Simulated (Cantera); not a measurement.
Input: 1 mol SiCl4, 0.91 mol C2H2, 140 mol H2, equilibrated at 590 Pa.

These are equilibrium values from Cantera (NASA tables, ideal gas, pure condensed phases), not measurements of a reactor. Candidate condensed phases: C, C6H6, C7H8, C8H18, Si, SiC; 109 gas species. The tables' values for SiCl are old estimates; treat these amounts as uncertain. Gases not in the tables: Si2H6 and higher silanes. Equilibrium is a limit: real reactors are often held back by kinetics, nucleation or transport.

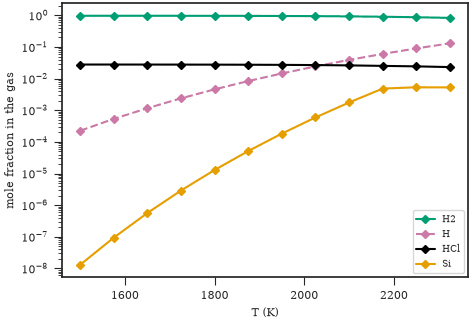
Fig. 1. Equilibrium gas composition (values under 1e-9 drawn at 1e-9)

From 1500 K to 2175 K the condensed part is C(graphite) + SiC(s). From 2250 K to 2325 K the condensed part is C(graphite). The main Si-bearing gas is SiCl2 at 1500 K and Si at 2325 K.
